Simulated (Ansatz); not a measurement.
# C2F3N (SMILES N#CC(F)(F)F) at HF/STO-3G

What is the electronic atomisation energy of C2F3N at HF/STO-3G? 

Program for the calculation: Ansatz 0.2.0.

51 further runs of the same task are left out: 12 that didn't finish, 39 set aside as unsound or not needed.

## (1) The system as given

The species is C2F3N (6 atoms), meant as a singlet with charge 0. As SMILES, `N#CC(F)(F)F`. The coordinates come from a PBE0-D4/def2-TZVP relaxation.

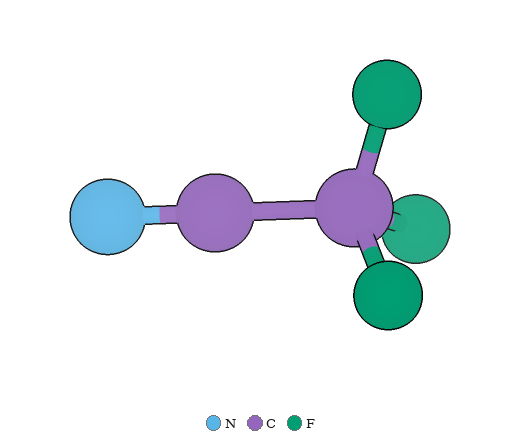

Viewed from a chosen angle; nitrogen blue, carbon purple, fluorine teal.

## (2) The energy at HF/STO-3G

job.yaml

```yaml
crystal:
  periodic: [false, false, false]
  atoms:
    - {symbol: N, position_ang: [1.022100, -1.705100, 0.893500]}
    - {symbol: C, position_ang: [0.486200, -0.810600, 0.417800]}
    - {symbol: C, position_ang: [-0.206400, 0.345600, -0.197200]}
    - {symbol: F, position_ang: [-1.316000, -0.055800, -0.802300]}
    - {symbol: F, position_ang: [0.581500, 0.927000, -1.091500]}
    - {symbol: F, position_ang: [-0.525200, 1.234800, 0.733600]}
basis:
  gaussian:
    orbitals: STO-3G
hamiltonian:
  xc: hf
accuracy: high
output: {orbitals: {seedname: orbitals}}
```

Launch:

```bash
ansatz run job.yaml --threads 1 --pin off --max-ram 3480MiB --events-out events.jsonl --progress --plain --runs-dir runs
```

Log:

```text
Warning: RAYON_NUM_THREADS=1 ignored (pool sized by the plan → 1); use --threads N
Functional definition: HF
  name "HF"
  exchange = exact_x
  correlation = 0
614 factors; integrals over basis functions are off by at most 4.0e-8 eV
mean field evaluation 1: about -11491.4644 eV, gradient 5.4e1 eV
mean field evaluation 2: about -11491.6576 eV, gradient 5.4e1 eV
mean field evaluation 4: about -11500.1158 eV, gradient 6.2e0 eV
mean field evaluation 8: about -11500.2428 eV, gradient 2.3e-1 eV
mean field -11500.24300085 eV, -422.6261351366 hartree, gradient 1.4e-8 eV, S^2 0.000000; 0 other end points of the search recorded, 0 dependent functions left out
reference -11500.24300085 eV, -422.6261351366 hartree; 23, 23 occupied and 7, 7 virtual orbitals, 614 factors
Total energy: -11500.24300085 eV, -422.6261351366 hartree
```

Run time: 0.42 s. Hardware: 1 thread of Arm Neoverse N1, shared host.

## (3) The C atom, same level

input.yaml

```yaml
crystal:
  periodic: [false, false, false]
  atoms:
    - symbol: C
      position_ang: [0.000000, 0.000000, 0.000000]
basis:
  gaussian:
    orbitals: STO-3G
magnetization:
  spin_polarized: true
  initial_magnetization: 2
hamiltonian:
  xc: hf
accuracy: high
```

Run the same way, it converges to -37.19839 Eh (log not shown).

## (4) The F atom, same level

job.yaml

```yaml
crystal:
  periodic: [false, false, false]
  atoms:
    - symbol: F
      position_ang: [0.000000, 0.000000, 0.000000]
basis:
  gaussian:
    orbitals: STO-3G
hamiltonian:
  xc: hf
magnetization:
  spin_polarized: true
  initial_magnetization: 1
accuracy: high
```

Run the same way, it converges to -97.98651 Eh (log not shown).

## (5) The N atom at the same level

in.yaml

```yaml
crystal:
  periodic: [false, false, false]
  atoms:
    - {symbol: N, position_ang: [0.000000, 0.000000, 0.000000]}
basis:
  gaussian: {orbitals: STO-3G}
hamiltonian: {xc: hf}
magnetization: {spin_polarized: true, initial_magnetization: 3}
accuracy: high
```

Run the same way, it converges to -53.71901 Eh (log not shown).

## (6) What came out

At HF/STO-3G:

| quantity | value |
| --- | --- |
| molecule: total energy | -422.62614 Eh |
| molecule: HOMO energy | -12.56 eV |
| molecule: LUMO energy | 8.18 eV |
| molecule: HOMO–LUMO gap | 20.74 eV |
| C atom: total energy | -37.19839 Eh |
| C atom: ⟨S²⟩ | 2.000 |
| F atom: total energy | -97.98651 Eh |
| F atom: ⟨S²⟩ | 0.750 |
| N atom: total energy | -53.71901 Eh |
| N atom: ⟨S²⟩ | 3.750 |
| electronic atomisation energy | 14.989 eV |

**Reading.** Taking the molecule apart into free atoms costs 14.99 eV (346 kcal/mol), before zero-point energy and without spin-orbit coupling. Hartree–Fock lacks the correlation of the bonding pairs, which as a rule makes this value much too low; in minimal bases other errors can mask that. In a minimal basis such a difference can be off by several eV, whatever the method.
